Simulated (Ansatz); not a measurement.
# AlF$_{2}$HO: what the fields show

Input file:

```
crystal:
  periodic: [false, false, false]
  atoms:
    - { symbol: Al, position_ang: [0.0, 0.0, 0.0] }
    - { symbol: F, position_ang: [0.0, 0.0, 1.69] }
    - { symbol: O, position_ang: [1.5415, 0.0, -0.89] }
    - { symbol: H, position_ang: [1.8414, -0.9519, -1.0449] }
    - { symbol: F, position_ang: [-1.4635, 0.0, -0.845] }
basis:
  gaussian: { orbitals: def2-SVP }
hamiltonian:
  xc: pbe
  dispersion: d4
relax:
  f_tol: 0.02
  max_steps: 40
output:
  orbitals: {}
```

Run with:

```sh
ansatz run input.yaml --threads 2 --pin off --max-ram 3072MiB --backend cpu --events-out ev --progress --plain --runs-dir out
```

The fields are those of the relaxed geometry.

Method: RKS PBE-D4/def2-SVP (Ansatz 0.2.0).

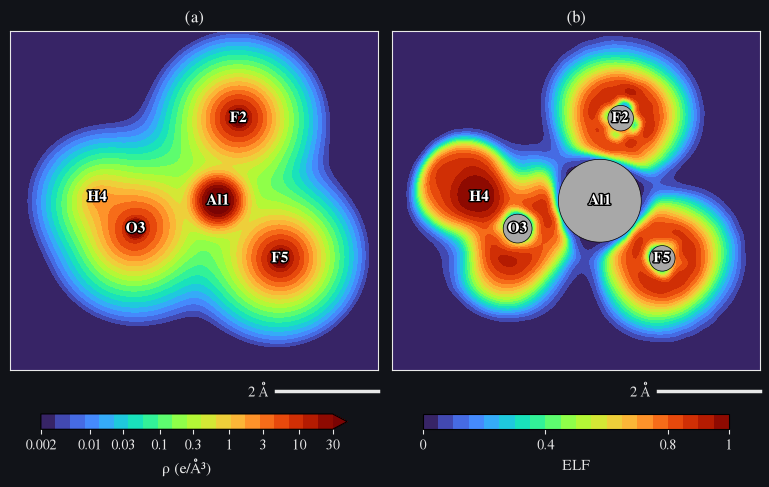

Figure 1. (a) total electron density; (b) ELF on the molecular plane. Grey discs cover the atomic cores in the ELF map.

### What does the map show?

- The section cuts through Al, F, O and H sites.
- Al–F (1.66 Å): ρ is about 0.8 e/Å³ halfway; the ELF peaks at about 0.85 in the valence shell of F, 0.6 Å from its nucleus, and is about 0.30 at the midpoint.
- Al–O (1.70 Å): ρ at the midpoint is about 0.85 e/Å³; the ELF peaks at about 0.85 in the valence shell of O, 0.6 Å from its nucleus, and is about 0.40 at the midpoint.
- O–H (0.97 Å): ρ is about 3.5 e/Å³ halfway; the ELF climbs to about 1 towards the hydrogen, as it does in any bond to H; an ordinary covalent bond to hydrogen.
- The ELF also peaks beside F5, O3 and F2, away from the bonds: lone-pair regions.

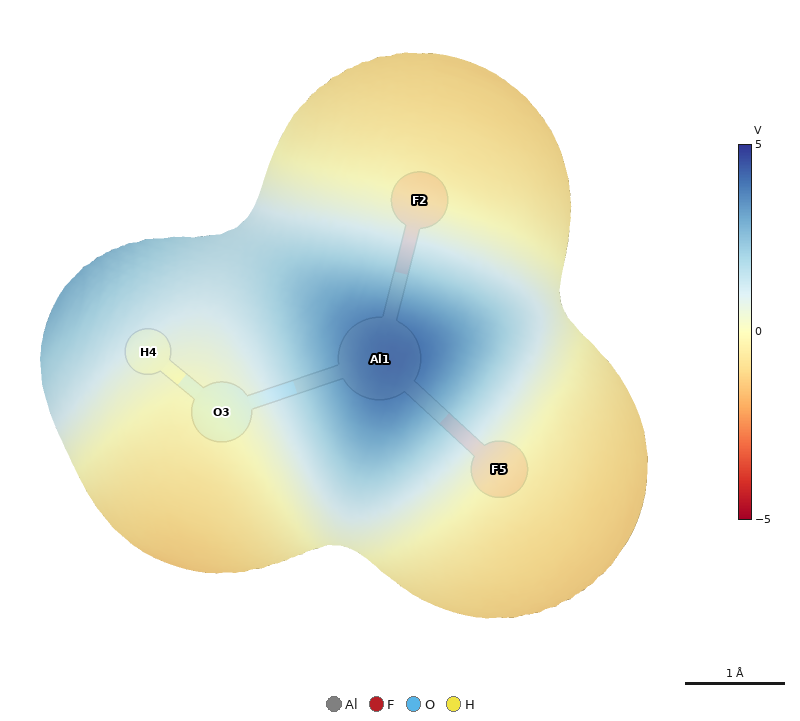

Figure 2. The electrostatic potential painted on the density surface at 0.002 e/bohr³, seen across its widest extent; the colour scale runs from red (negative) to blue (positive).

### Where is the surface potential most negative and most positive?

The most negative region (about −1.2 V) lies over O3 and F5, the most positive (about +4.1 V) over Al1.

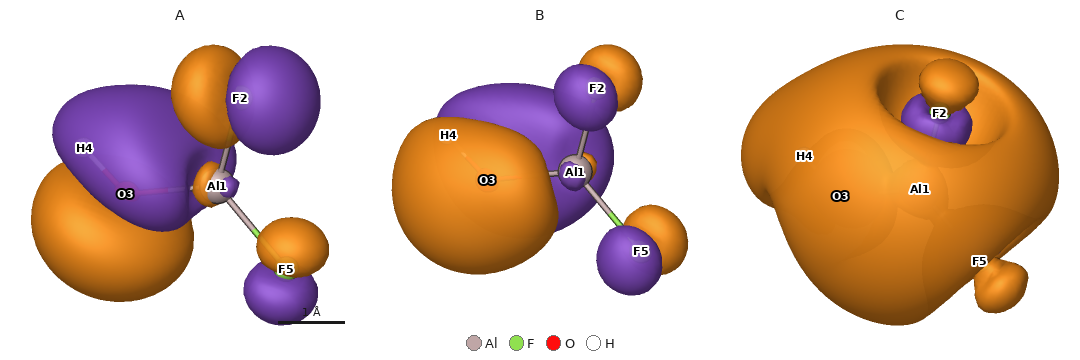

Figure 3. Three frontier orbitals at ±0.06 Å⁻³ᐟ² (orange and purple are the two phases), in no order.

### Order the three orbitals by energy and name them.

A is the HOMO−1 (−8.14 eV). Its weight (Hirshfeld) is mainly on O3 (about 75 %) and F2 (about 10 %); it is symmetric in the molecular plane (an in-plane orbital: σ, lone-pair or in-plane π type); largely a lone pair of O3. B is the HOMO (−7.76 eV). By Hirshfeld shares it lies mainly on O3 (about 80 %); it changes sign across the molecular plane (π type). C is the LUMO (−1.85 eV). By Hirshfeld shares it lies mainly on Al1 (about 65 %), O3 (about 10 %), F2 (about 10 %) and F5 (about 10 %); it is symmetric in the molecular plane (an in-plane orbital: σ, lone-pair or in-plane π type).

### What is the HOMO–LUMO gap?

5.91 eV between the orbital energies.
